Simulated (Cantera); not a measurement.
Feed: 1 mol Si2H6, 0.52 mol H2O, 4.1 mol H2, held at 9.40 mbar.

Method: chemical equilibrium by Gibbs-energy minimisation in Cantera with the NASA 1993 tables (ideal gas, pure condensed phases). Candidate condensed phases: H2O, Si, SiO2; 18 gas species. The feed counts by its element totals alone. Equilibrium is a limit: real reactors are often held back by kinetics, nucleation or transport.

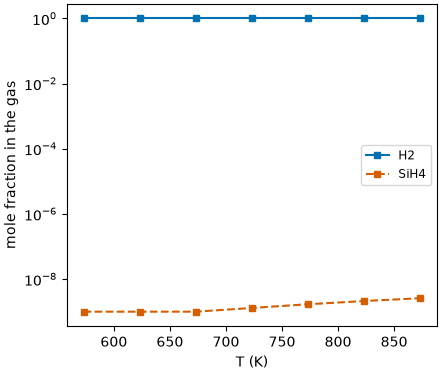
Fig. 1. Equilibrium gas composition (values under 1e-9 drawn at 1e-9)

From 573 K to 823 K the condensed part is Si(s) + SiO2(α-quartz). At 873 K the condensed part is Si(s) + SiO2(β-quartz).
